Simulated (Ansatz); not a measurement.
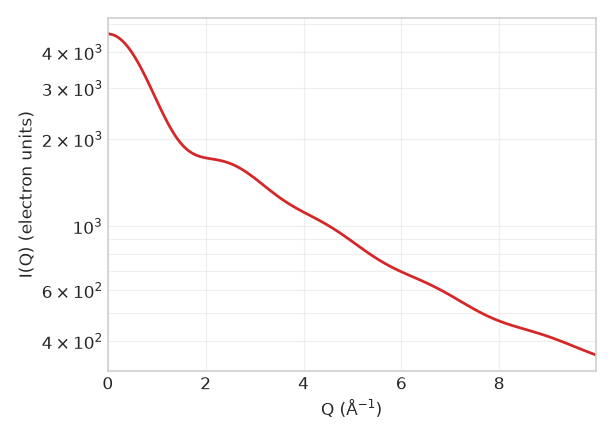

Elastic X-ray scattering of a randomly oriented, rigid molecule, calculated with the Debye equation from neutral-atom form factors (independent atoms, no Compton part, no vibration). The geometry is the end point of an optimisation (Ansatz 0.2.0, RKS CAM-B3LYP/def2-SVP); it may be a saddle point or a higher isomer. It contains F, C, In, H.

Question: How many electrons does the independent-atom model of the molecule hold?

Answer: I(0) is the square of the electron number: I(0) = 4620, so about 68 electrons, the count of CH4FIn.

Question: What radius of gyration does the initial fall-off give?

Answer: From I(Q) ≈ I(0) exp(−Q²R²/3) at small Q, R ≈ 1.38 Å. It is larger than the electron-weighted radius of the nuclear positions alone (1.24 Å), because each atom's electron cloud adds to it.
